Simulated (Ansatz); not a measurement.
BaO (rock salt)

```cif
data_Ba4O4
_chemical_formula_sum 'O4 Ba4'
_space_group_name_H-M_alt 'Fm-3m'
_space_group_IT_number 225
_space_group_name_Hall '-F 4 2 3'
_cell_length_a 5.57343
_cell_length_b 5.57343
_cell_length_c 5.57343
_cell_angle_alpha 90.000
_cell_angle_beta 90.000
_cell_angle_gamma 90.000
loop_
_atom_site_label
_atom_site_type_symbol
_atom_site_symmetry_multiplicity
_atom_site_Wyckoff_symbol
_atom_site_fract_x
_atom_site_fract_y
_atom_site_fract_z
_atom_site_occupancy
O1 O 4 a 0.00000 0.00000 0.00000 1
Ba1 Ba 4 b 0.50000 0.50000 0.50000 1
```
(The calculation used a cell of 2 atoms; values per cell refer to that cell.)

The relaxed cell is deformed in two ways at once: its volume V is scaled, and at that volume it is stretched along z (the c axis of the conventional cell) so that c/a changes. Fractional atomic positions are held.

All values below come from PBE (plane waves to 420 eV, PAW, scalar-relativistic; Ansatz, a quantum-chemistry and plane-wave program). k mesh 10×10×10 (Γ-centred), Fermi-Dirac smearing 0.05 eV. The energy includes the smearing's −TS. BaO was relaxed with its symmetry unable to fall. The zero of ΔE is the relaxed starting cell.

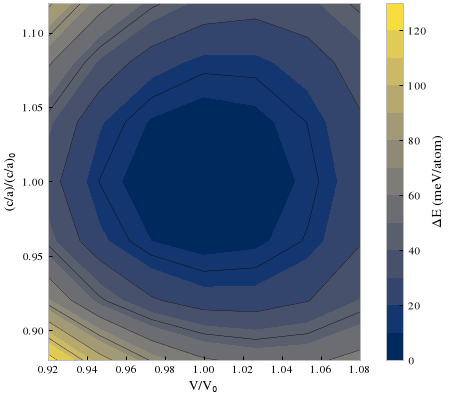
Figure: ΔE (meV/atom) over the 7×7 grid of computed points.

The shear modulus C′ = (C11 − C12)/2 (fit, atoms clamped) is 35 GPa. Highest place on the grid: V/V₀ = 0.920, (c/a)/(c/a)₀ = 0.880 (125.7 meV/atom). Lowest place on the grid: V/V₀ = 1.000, (c/a)/(c/a)₀ = 1.000 (0.0 meV/atom).

Near the relaxed cell σzz − σxx = −2Cδ (compression positive), C being this modulus and δ the logarithm of the ratio.

(A scan under strain: stresses follow from slopes of the energy per volume, elastic moduli from its curvatures.)
